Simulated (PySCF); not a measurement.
C4H13AlFN (SMILES C[N+](C)(C)[AlH2-][CH2]F)

```xyz
20

C    -0.3578    0.4135   -1.4420
N    -0.6417   -0.0465   -0.0781
C    -1.7299   -1.0313   -0.0894
C    -0.9860    1.0843    0.7903
Al    1.0429   -1.0122    0.6835
C     2.4490    0.4198    0.6896
F     3.6166   -0.2008    1.1550
H     0.4720    1.1328   -1.4257
H    -1.2444    0.8993   -1.8864
H    -0.0634   -0.4439   -2.0620
H    -2.6566   -0.5878   -0.4948
H    -1.9118   -1.3851    0.9343
H    -1.4364   -1.8907   -0.7076
H    -1.9088    1.5815    0.4428
H    -1.1329    0.7241    1.8178
H    -0.1661    1.8150    0.7911
H     1.2089   -2.1493   -0.4399
H     0.4655   -1.4323    2.1235
H     2.6816    0.8593   -0.3010
H     2.2406    1.2787    1.3582
```

Geometry: PBE0-D3(BJ)/def2-SVP.

Theory: B3LYP/def2-SVPD, SCF density, gas phase (PySCF).

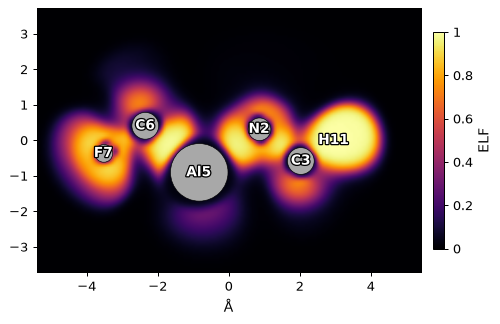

Figure 1. Electron localisation function on the plane of atoms N2, Al5 and C6. Grey discs cover the atomic cores.

> What do the fields say about this system?

- The section cuts through N, C, Al, F and H sites.
- C–F (1.40 Å): the ELF peaks at about 0.85 between the atoms, as expected for a shared but strongly polarised pair.
- C–N (1.47 Å): the ELF peaks at about 0.95 between the atoms; a covalent bond.
- C–Al (2.01 Å): the ELF peaks at about 1 between the atoms; a polar covalent bond.
- Al–N (2.09 Å): the ELF peaks at about 0.95 in the valence shell of N, 0.8 Å from its nucleus, and is about 0.80 at the midpoint.
- C–H (1.10 Å): the ELF climbs to about 1 towards the hydrogen, as it does in any bond to H: an ordinary covalent bond to hydrogen.
- The ELF also peaks beside F7, away from the bonds: lone-pair regions.

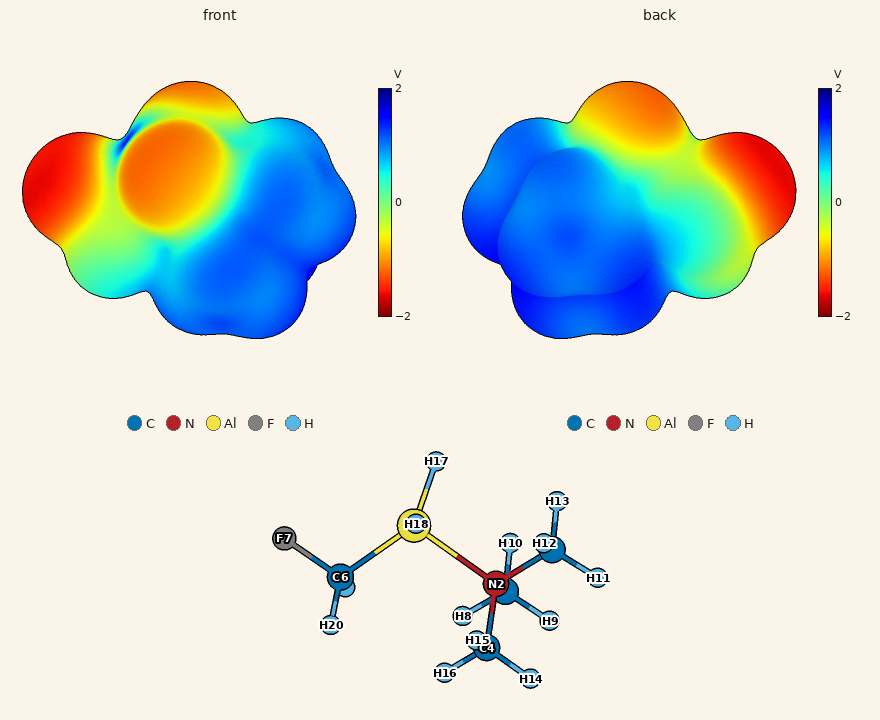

Figure 2. The molecular electrostatic potential painted on the density surface at 0.002 e/bohr³, seen from the front and from behind; red is negative and blue positive. The bare structure is drawn below in the same view.

> Which sites attract a positive test charge, and which a negative one?

A positive charge is drawn to the negative regions and a negative charge to the positive ones. The most negative region (about −1.6 V, or −37 kcal/mol for a unit charge) lies over F7, the most positive (about +1.5 V, or +35 kcal/mol for a unit charge) over H9, H11 and H14.
